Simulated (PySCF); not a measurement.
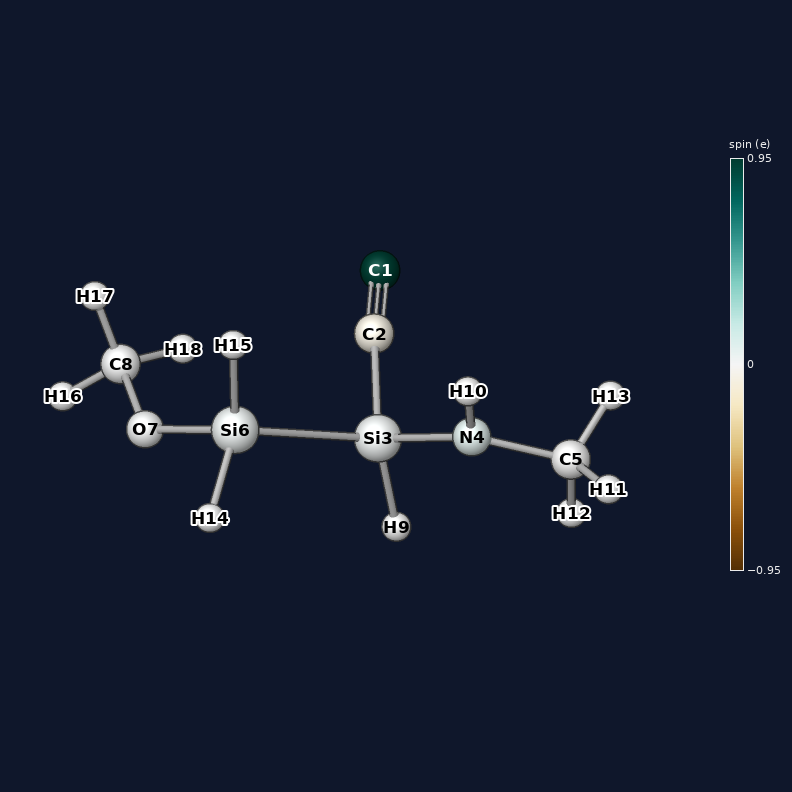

Atoms are coloured by their Mulliken spin populations. State: neutral, doublet. The geometry was computed by an optimisation with GFN2-xTB. No frequency run is at hand to confirm it as a minimum. Properties computed with UKS B3LYP, pcH-1 on C H N O Si, non-relativistic (PySCF 2.14.0).

Give the Mulliken spin populations atom by atom.

| atom | value (e) |
| --- | --- |
| C1 | 0.94 |
| C2 | −0.07 |
| Si3 | 0.02 |
| N4 | 0.07 |
| C5 | 0.00 |
| Si6 | 0.02 |
| O7 | 0.01 |
| C8 | 0.00 |
| H9 | 0.00 |
| H10 | 0.00 |
| H11 | 0.00 |
| H12 | 0.00 |
| H13 | 0.01 |
| H14 | 0.01 |
| H15 | 0.00 |
| H16 | 0.00 |
| H17 | 0.00 |
| H18 | 0.00 |

Mulliken values depend strongly on the basis set. The geometry is semi-empirical. Around Si such bond lengths and angles can be off by a tenth of an ångström or more and by several degrees, and values that hang on the shape move with them.
